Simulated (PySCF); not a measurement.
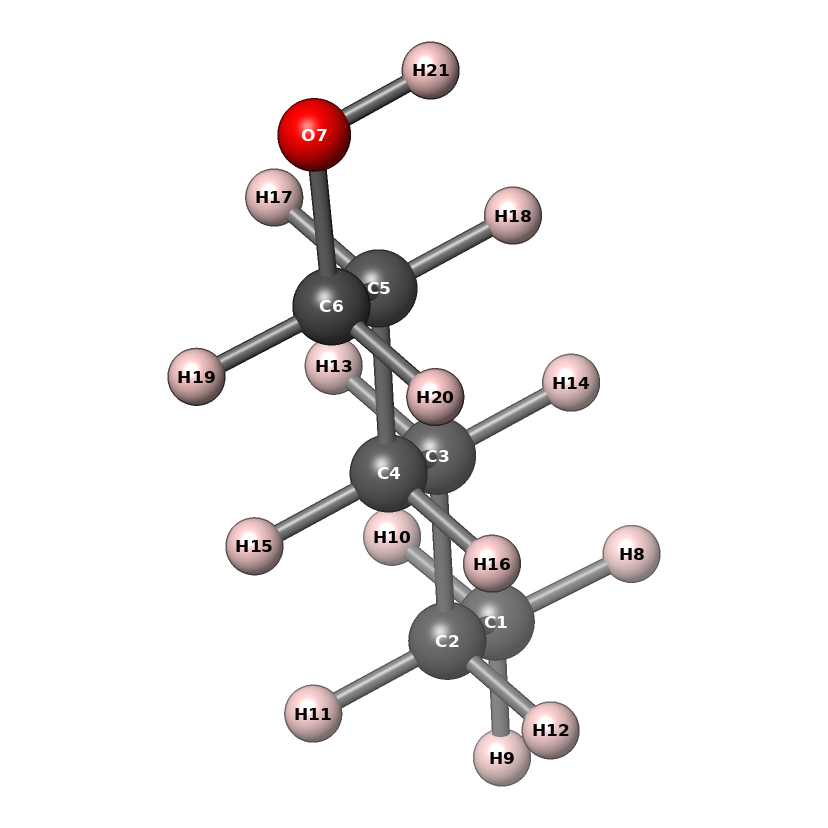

C5 lies behind C6. The molecule seen a little off the C6–C5 bond, C6 in front. Depth is shown by fading: the farther an atom, the more it takes the colour of the background. Computed geometry: PBE0-D3(BJ)/def2-SVP optimisation. No frequency run is at hand to confirm it as a minimum.

### What is the torsion angle O7–C6–C5–C4? The sign is positive where the front bond must turn clockwise to cover the back bond.

−177°, antiperiplanar (anti). The bonds about C6–C5 are staggered.
